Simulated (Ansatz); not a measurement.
# NaCl (rock salt), scan of one atom of the cell

Relaxed NaCl (rock salt):

```yaml
crystal:
  lattice:
    - [0.00000, 2.84776, 2.84776]
    - [2.84776, 0.00000, 2.84776]
    - [2.84776, 2.84776, 0.00000]
  atoms:
    - { symbol: Cl, position: [0.00000, 0.00000, 0.00000] }
    - { symbol: Na, position: [0.50000, 0.50000, 0.50000] }
```

In each cell atom 2 (Na, nearest neighbour Cl at 2.848 Å; its periodic images, 4.0 Å or more away, move with it) moves by s·(0.707, 0.707, 0.000) (along Cartesian [110]), the rest being held.

These are PBE (plane waves to 420 eV, PAW, scalar-relativistic; Ansatz, a quantum-chemistry and plane-wave program) values and carry that method's errors. k mesh 8×8×8 (Γ-centred), Fermi-Dirac smearing 0.05 eV. Energies are smeared free energies. NaCl was relaxed with its symmetry unable to fall. The zero of ΔE is the undisplaced structure.

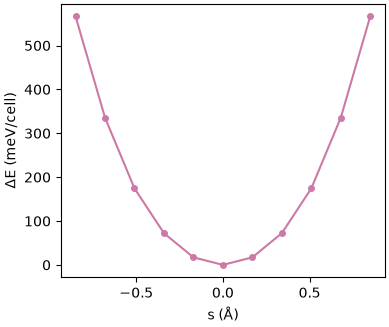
Figure. ΔE (meV/cell) against s (Å); one marker a computed point.

The force along the line at s = -0.850 Å is 1.58 eV/Å. The energy at s = 0.850 Å is 567 meV/cell and the force constant k = d²E/ds² at s = 0 (finite differences) is 1.17 eV/Å². Symmetry of the curve: even: the same for both signs. Harmonic estimate at the end of the scan: ½ks² = 424 meV/cell against the computed 567 meV/cell, so the well is stiffer than harmonic there.

With its periodic images moving along, the atom's site symmetry in this cell is m-3m.

(A displaced cell: forces are minus the slopes of the energy, force constants its curvatures, and phonons follow from these.)
